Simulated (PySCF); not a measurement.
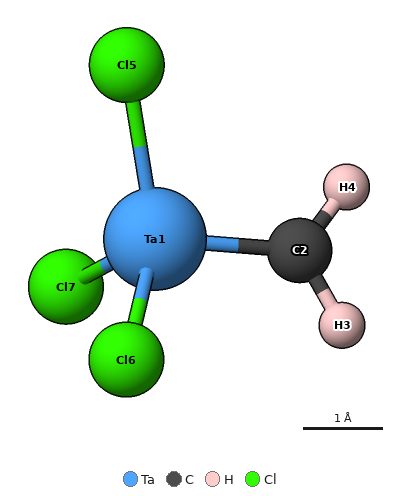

Figure 1. The structure (ball-and-stick view, seen at a tilt; atoms are numbered from 1 in the order of the input). Sticks mark near contacts.

**Two runs on CH2Cl3Ta**

System: CH2Cl3Ta (Ta(CH2)Cl3).
Method of run 1: GIAO PBE0/pcSseg-1 Ta:def2-TZVP NMR shielding, non-relativistic Hamiltonian with scalar-relativistic core potentials on the heavy atoms, gas phase (PySCF 2.14.0).

The geometry comes from this level: PBE0-D3(BJ)/def2-SVP. Text and figures count atoms from 1; the logs count them from 0 in places.

## Input, run 1
```
{"job": {"kind": "nmr", "xc": "PBE0", "basis": {"default": "pcSseg-1", "Ta": "def2-TZVP"}}, "charge": 0, "multiplicity": 1}
Ta     0.006351     0.078219    -0.718578
C      0.060882    -0.013232     1.179425
H     -0.770531     0.374023     1.789862
H      0.864499    -0.496597     1.755008
Cl     2.182712     0.019795    -1.405029
Cl    -1.282203     1.899861    -1.216975
Cl    -1.061710    -1.862079    -1.383702
```

The first line tells a small driver script what to run in PySCF; the rest is the geometry in Å.

Hardware: 1 CPU thread, shared host.

## Output (run 1)
```
coarse grid: 37952 points
cycle   1  E = -1476.3245506180  dE = -1.905e+01  |g| = 8.843e-01  |ddm| = 6.302e+00
cycle   2  E = -1476.0095843575  dE =  3.150e-01  |g| = 1.287e+00  |ddm| = 2.273e+00
cycle   3  E = -1476.5023931779  dE = -4.928e-01  |g| = 3.358e-01  |ddm| = 1.592e+00
cycle   4  E = -1476.5250230988  dE = -2.263e-02  |g| = 1.464e-01  |ddm| = 3.112e-01
cycle   5  E = -1476.5300021176  dE = -4.979e-03  |g| = 4.949e-02  |ddm| = 1.409e-01
cycle   6  E = -1476.5306589753  dE = -6.569e-04  |g| = 4.240e-03  |ddm| = 4.980e-02
cycle   7  E = -1476.5306623987  dE = -3.423e-06  |g| = 2.275e-03  |ddm| = 5.932e-03
final grid: 72744 points
cycle   8  E = -1476.5306811665  dE =  1.303e-06  |g| = 3.218e-03  |ddm| = 5.620e-03
cycle   9  E = -1476.5306759088  dE =  5.258e-06  |g| = 5.481e-03  |ddm| = 8.204e-03
cycle  10  E = -1476.5306833421  dE = -7.433e-06  |g| = 1.532e-03  |ddm| = 5.465e-03
cycle  11  E = -1476.5306839627  dE = -6.205e-07  |g| = 7.788e-05  |ddm| = 1.235e-03
cycle  12  E = -1476.5306839642  dE = -1.562e-09  |g| = 2.339e-05  |ddm| = 8.305e-05
cycle  13  E = -1476.5306839644  dE = -1.730e-10  |g| = 4.565e-06  |ddm| = 2.542e-05
converged SCF energy = -1476.5306839644

GIAO shielding tensors (ppm)
atom      isotropic    diamagn.    paramagn.     s11        s22        s33       span
  0 Ta         nan         nan         nan        nan        nan        nan        nan
  1 C      -35.643     255.862    -291.504   -353.680     80.050    166.703    520.383
  2 H       20.711      28.717      -8.006      4.249     28.501     29.383     25.134
  3 H       20.981      28.692      -7.711      4.736     28.470     29.737     25.001
  4 Cl     417.132    1149.308    -732.176     56.023    293.916    901.456    845.434
  5 Cl     424.906    1149.297    -724.390     54.284    323.938    896.497    842.212
  6 Cl     552.522    1148.497    -595.975    -53.914    688.570   1022.911   1076.825
```

Run 2 used a changed input.

## The two runs side by side

| quantity | run 1 | run 2 |
| --- | --- | --- |
| outcome | converged | converged |
| total energy (hartree) | −1476.530684 | −1477.053133 |
| HOMO (eV) | −7.05 | −8.90 |
| LUMO (eV) | −2.87 | −1.13 |
| dipole moment (D) | 0.92 | 0.98 |
| shielding of C2 (ppm) | −35.6 | −42.1 |
| shielding of H3 (ppm) | 20.7 | 20.5 |
| shielding of H4 (ppm) | 21.0 | 20.7 |
| shielding of Cl5 (ppm) | 417.1 | 445.8 |
| shielding of Cl6 (ppm) | 424.9 | 453.9 |
| shielding of Cl7 (ppm) | 552.5 | 590.1 |
| SCF iterations | 13 | 15 |
| basis functions | 139 | 139 |
| wall time (shared host) | 11 s | 15 s |

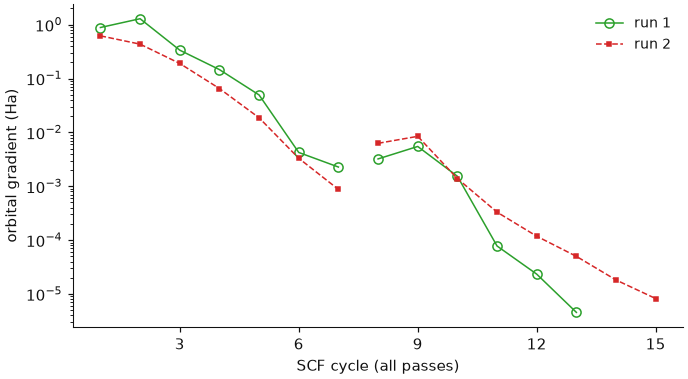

Figure 2. Convergence of the two runs: orbital gradient against the SCF cycle. A break in a curve parts two SCF passes (coarse and final grid). Run 1 takes 13 cycles in all, and run 2 takes 15.

What was changed in the input?

The change (lines with − go, lines with + come):
```diff
-"xc": "PBE0"
+"xc": "wB97X-D"
+"pop": false
```

The total energies belong to different methods, so their difference says nothing on which is more stable or more accurate. The HOMO goes from −7.05 to −8.90 eV. The LUMO goes from −2.87 to −1.13 eV. The dipole moment goes from 0.92 to 0.98 D. Of all shieldings, the largest change is that of Cl7, by +37.6 ppm. The functional changes from PBE0 to wB97X-D. The SCF takes 15 iterations against 13.

## Output (run 2)
```
coarse grid: 37952 points
cycle   1  E = -1476.9828483871  dE = -1.925e+01  |g| = 6.189e-01  |ddm| = 6.192e+00
cycle   2  E = -1477.0088842546  dE = -2.604e-02  |g| = 4.342e-01  |ddm| = 1.025e+00
cycle   3  E = -1477.0503468269  dE = -4.146e-02  |g| = 1.903e-01  |ddm| = 5.873e-01
cycle   4  E = -1477.0586001078  dE = -8.253e-03  |g| = 6.519e-02  |ddm| = 1.962e-01
cycle   5  E = -1477.0595061977  dE = -9.061e-04  |g| = 1.868e-02  |ddm| = 5.108e-02
cycle   6  E = -1477.0595999456  dE = -9.375e-05  |g| = 3.307e-03  |ddm| = 1.657e-02
cycle   7  E = -1477.0596074061  dE = -7.460e-06  |g| = 8.748e-04  |ddm| = 6.538e-03
final grid: 72744 points
cycle   8  E = -1477.0531224637  dE = -1.552e-04  |g| = 6.269e-03  |ddm| = 9.231e-02
cycle   9  E = -1477.0531143978  dE =  8.066e-06  |g| = 8.446e-03  |ddm| = 1.722e-02
cycle  10  E = -1477.0531321182  dE = -1.772e-05  |g| = 1.390e-03  |ddm| = 7.039e-03
cycle  11  E = -1477.0531326602  dE = -5.420e-07  |g| = 3.306e-04  |ddm| = 2.347e-03
cycle  12  E = -1477.0531326940  dE = -3.378e-08  |g| = 1.183e-04  |ddm| = 5.074e-04
cycle  13  E = -1477.0531327024  dE = -8.416e-09  |g| = 5.001e-05  |ddm| = 2.017e-04
cycle  14  E = -1477.0531327049  dE = -2.473e-09  |g| = 1.821e-05  |ddm| = 1.226e-04
cycle  15  E = -1477.0531327054  dE = -5.250e-10  |g| = 8.238e-06  |ddm| = 5.615e-05
converged SCF energy = -1477.0531327054

GIAO shielding tensors (ppm)
atom      isotropic    diamagn.    paramagn.     s11        s22        s33       span
  0 Ta         nan         nan         nan        nan        nan        nan        nan
  1 C      -42.139     256.449    -298.588   -380.213     83.463    170.334    550.547
  2 H       20.465      28.893      -8.428      3.135     28.644     29.618     26.483
  3 H       20.748      28.848      -8.100      3.647     28.569     30.027     26.381
  4 Cl     445.798    1149.652    -703.854     84.883    328.925    923.586    838.704
  5 Cl     453.868    1149.641    -695.773     83.674    359.104    918.826    835.152
  6 Cl     590.080    1148.865    -558.786     -8.837    710.792   1068.284   1077.121
```

For both runs: Spin–orbit coupling is left out, which matters for the heavy atoms.
